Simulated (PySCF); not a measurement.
Ga(OH)2(tBu), C₄H₁₁GaO₂, SMILES C[C](C)([Ga]([OH])[OH])C, GFN2-xTB optimised geometry. Atoms within 1.6 Å of the plane z = 0.0 Å (x, y, z in Å): Ga1 (0.39, -0.66, 0.00), O2 (2.15, -0.66, 0.00), H3 (2.78, 0.05, 0.01), O4 (-0.29, -2.28, -0.03), H5 (0.25, -3.07, -0.06), C6 (-1.00, 0.92, 0.00), C7 (-1.73, 0.90, -1.34), C8 (-1.98, 0.66, 1.13), C9 (-0.26, 2.24, 0.20), H10 (-2.51, 1.66, -1.35), H11 (-2.19, -0.07, -1.50), H13 (-2.43, -0.33, 1.02), H15 (-2.78, 1.41, 1.11), H16 (0.27, 2.24, 1.15), H17 (0.47, 2.40, -0.60), H18 (-0.97, 3.07, 0.19).

Calculation: CAM-B3LYP/def2-SVP (PySCF). Cells within 0.4 Å of a nucleus heavier than hydrogen are left out (blank, or x).

Map of the deformation density (molecule minus spherical neutral atoms) (e/bohr³) on the plane z = 0.0 Å:

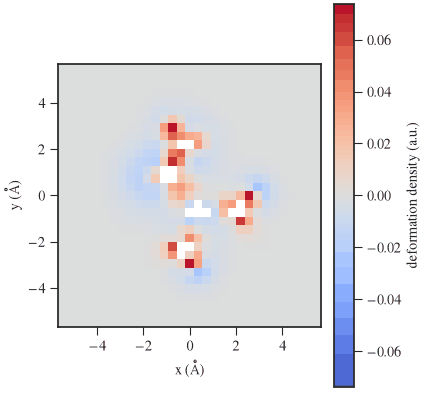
*Deformation density (molecule minus spherical neutral atoms) (e/bohr³) on the plane z = 0.0 Å.*
